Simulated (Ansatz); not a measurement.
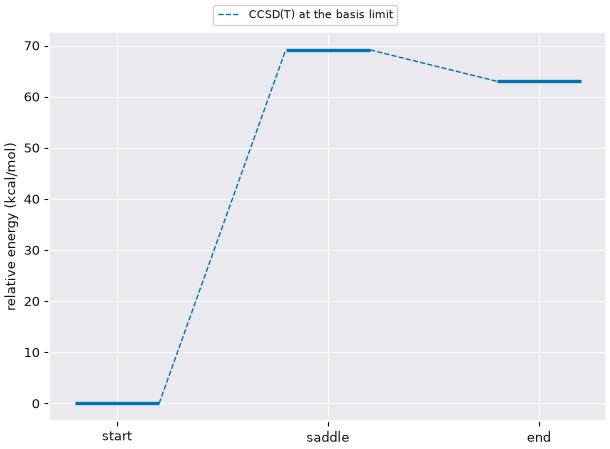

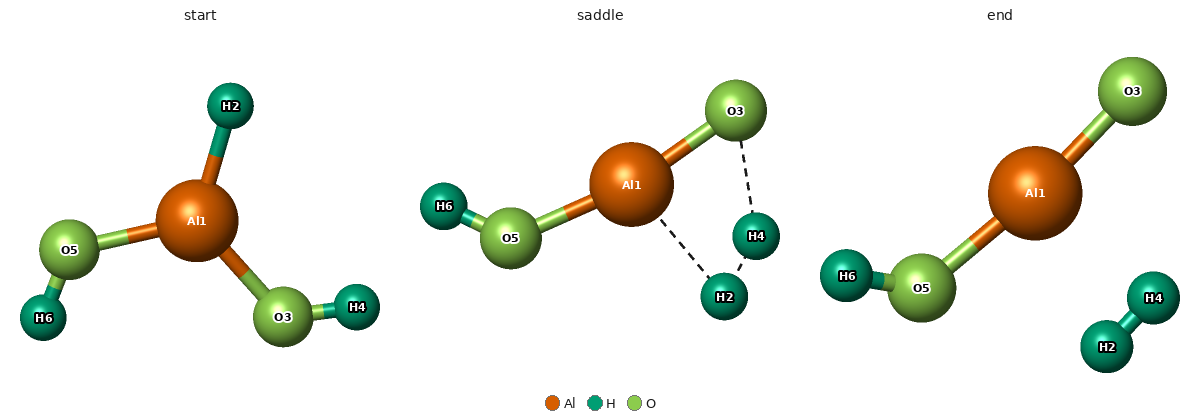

One elementary step of AlH₃O₂, singlet: start, first-order saddle point (changing pairs dashed) and end. Electronic energies at PBE0-D4/def2-TZVP geometries, energies in def2-TZVPP, the Ansatz code 0.2.0; cores frozen in correlated methods, no zero-point terms. Start and end are the structures at the ends of the path (complexes, where there are several molecules). The limit is the MP2 basis limit plus CCSD(T) less MP2 in triple zeta. Lines between the levels only guide the eye.

In the step H2–H4 (3.12 → 0.87 → 0.76 Å) forms; Al1–H2 (1.57 → 1.89 → 2.18 Å) and O3–H4 (0.96 → 1.65 → 2.57 Å) break (lengths at start, saddle and end; changes of bond order aren't listed).

> Give the barriers and step energies (kcal/mol).

```
                     level  barrier  reverse barrier  step energy
CCSD(T) at the basis limit     69.1              6.1         63.0
```
